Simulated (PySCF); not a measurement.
## NMR shielding calculation of C7H11FN2Si

The run: NMR shielding calculation of C7H11FN2Si, SMILES CNN([SiH3])c1cccc(F)c1. Method and program: GIAO PBE0/pcSseg-1 NMR shielding, non-relativistic, gas phase (PySCF 2.14.0).

The geometry comes from this level: GFN2-xTB. Figures and captions count atoms from 1; the log counts them from 0 in places.

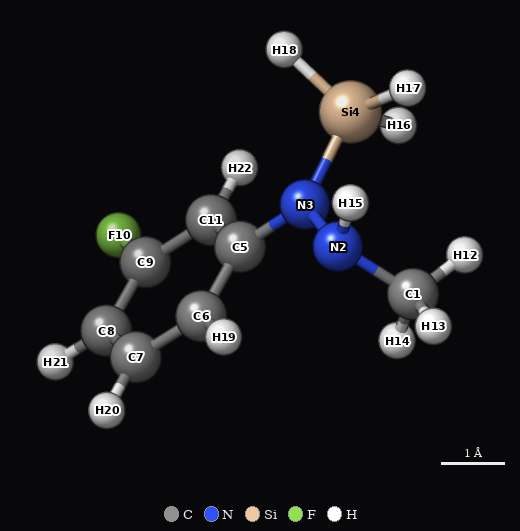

Fig. 1: The input geometry (ball-and-stick view, seen at an oblique angle; atoms are numbered from 1 in the order of the input).

## Input file
```
{"job": {"kind": "nmr", "xc": "PBE0", "basis": "pcSseg-1"}, "charge": 0, "multiplicity": 1}
C     -2.386594    -1.374648     0.006114
N     -1.697577    -0.504835    -0.928809
N     -0.911070     0.473145    -0.268505
Si    -1.647550     1.886988     0.439943
C      0.426880     0.144878    -0.156370
C      0.968771    -0.937214    -0.856829
C      2.309990    -1.244979    -0.754244
C      3.156801    -0.493695     0.044385
C      2.607174     0.568978     0.735760
F      3.405876     1.319538     1.531252
C      1.270869     0.899793     0.657800
H     -3.079022    -0.839104     0.669038
H     -2.937071    -2.119427    -0.565348
H     -1.637302    -1.877332     0.617143
H     -2.369379    -0.027403    -1.523566
H     -1.690683     1.812780     1.903254
H     -3.009282     1.859043    -0.097733
H     -0.922997     3.064968    -0.027987
H      0.319322    -1.523347    -1.485900
H      2.706145    -2.082293    -1.308952
H      4.206696    -0.717986     0.135328
H      0.899592     1.731539     1.233377
```

The first line tells a small driver script what to run in PySCF; the rest is the geometry in Å.

Hardware: 1 CPU thread, shared host.

Run as:
```bash
OMP_NUM_THREADS=1 python <driver script> task.json out
```

## Output
```
coarse grid: 19256 points
cycle   1  E = -771.3037916039  dE =  1.801e+00  |g| = 5.645e-01  |ddm| = 4.594e+00
cycle   2  E = -771.2824073509  dE =  2.138e-02  |g| = 6.727e-01  |ddm| = 1.149e+00
cycle   3  E = -771.3698173622  dE = -8.741e-02  |g| = 1.076e-01  |ddm| = 6.272e-01
cycle   4  E = -771.3721887064  dE = -2.371e-03  |g| = 4.748e-02  |ddm| = 1.471e-01
cycle   5  E = -771.3727698144  dE = -5.811e-04  |g| = 1.024e-02  |ddm| = 5.450e-02
cycle   6  E = -771.3727906358  dE = -2.082e-05  |g| = 4.030e-03  |ddm| = 1.308e-02
cycle   7  E = -771.3727944580  dE = -3.822e-06  |g| = 6.672e-04  |ddm| = 4.393e-03
final grid: 183064 points
cycle   8  E = -771.4382795989  dE = -4.717e-05  |g| = 9.215e-03  |ddm| = 6.081e-02
cycle   9  E = -771.4382695853  dE =  1.001e-05  |g| = 1.178e-02  |ddm| = 2.194e-02
cycle  10  E = -771.4382996732  dE = -3.009e-05  |g| = 1.517e-03  |ddm| = 1.248e-02
cycle  11  E = -771.4383000863  dE = -4.131e-07  |g| = 3.012e-04  |ddm| = 1.692e-03
cycle  12  E = -771.4383001007  dE = -1.447e-08  |g| = 1.721e-04  |ddm| = 4.451e-04
cycle  13  E = -771.4383001077  dE = -6.951e-09  |g| = 3.708e-05  |ddm| = 1.974e-04
cycle  14  E = -771.4383001080  dE = -3.038e-10  |g| = 9.259e-06  |ddm| = 4.538e-05
```

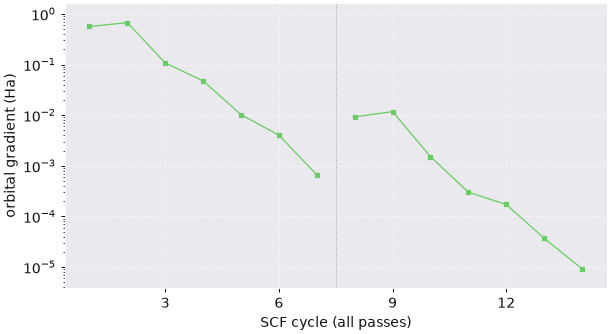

Fig. 2: Convergence of the self-consistent field: orbital gradient against the SCF cycle. The dotted line marks the change from a coarse to the final integration grid. The first 7 cycles use a coarse grid, the final grid takes over at cycle 8, and the field converges after 14 cycles in all.

```
converged SCF energy = -771.4383001080

GIAO shielding tensors (ppm)
atom      isotropic    diamagn.    paramagn.     s11        s22        s33       span
  0 C      147.528     246.393     -98.866    120.831    137.937    183.814     62.983
  1 N      167.027     313.842    -146.815    121.902    132.806    246.372    124.469
  2 N      156.086     331.024    -174.938    120.308    144.789    203.162     82.854
  3 Si     401.695     882.824    -481.129    358.104    381.092    465.891    107.787
  4 C       31.677     249.826    -218.149    -49.247      7.959    136.319    185.566
  5 C       73.225     252.665    -179.441    -15.602     51.238    184.038    199.639
  6 C       50.429     255.781    -205.352    -59.717     35.479    175.527    235.244
  7 C       76.695     258.507    -181.812     -2.834     65.162    167.757    170.591
  8 C       13.393     252.146    -238.753    -72.985     31.890     81.273    154.258
  9 F      288.648     477.919    -189.271    208.592    307.054    350.298    141.707
 10 C       84.156     262.846    -178.690     15.305     77.357    159.805    144.500
 11 H       28.996      30.019      -1.023     24.318     27.949     34.722     10.404
 12 H       29.136      28.466       0.670     24.467     26.477     36.463     11.996
 13 H       29.037      30.660      -1.622     24.721     28.993     33.399      8.678
 14 H       28.853      33.866      -5.013     21.007     28.434     37.117     16.110
 15 H       26.418      30.708      -4.289     23.341     23.814     32.099      8.758
 16 H       26.992      31.166      -4.174     23.047     26.475     31.454      8.406
 17 H       26.727      30.530      -3.803     23.359     24.969     31.854      8.495
 18 H       23.877      33.170      -9.292     18.559     22.652     30.421     11.862
 19 H       24.229      30.236      -6.006     20.884     24.936     26.868      5.985
 20 H       25.005      28.491      -3.486     21.516     26.238     27.261      5.745
 21 H       25.501      34.201      -8.700     20.686     24.956     30.861     10.175
```

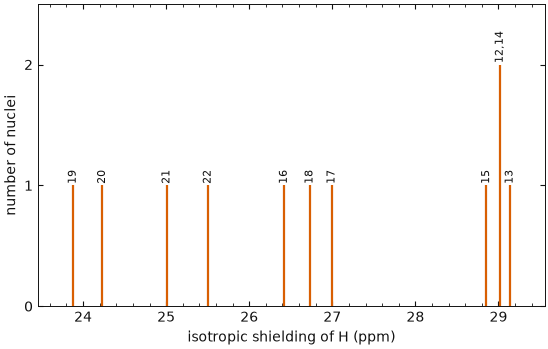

Fig. 3: Isotropic shieldings of the hydrogen nuclei in this fixed geometry, labelled by atom number; shielding grows to the right, so chemical shift grows to the left. The least shielded is H19 (23.9 ppm), the most shielded H13 (29.1 ppm).

## Summary

| quantity | value |
| --- | --- |
| outcome | converged |
| total energy | −771.438300 hartree |
| HOMO | −5.99 eV |
| LUMO | −0.06 eV |
| dipole moment | 3.48 D |
| isotropic shielding, C | 13.4 to 147.5 ppm |
| isotropic shielding, N | 156.1 to 167.0 ppm |
| isotropic shielding, Si | 401.7 ppm |
| isotropic shielding, F | 288.6 ppm |
| isotropic shielding, H | 23.9 to 29.1 ppm |
| wall time | 1.8 min |
| peak memory | 1.1 GiB |
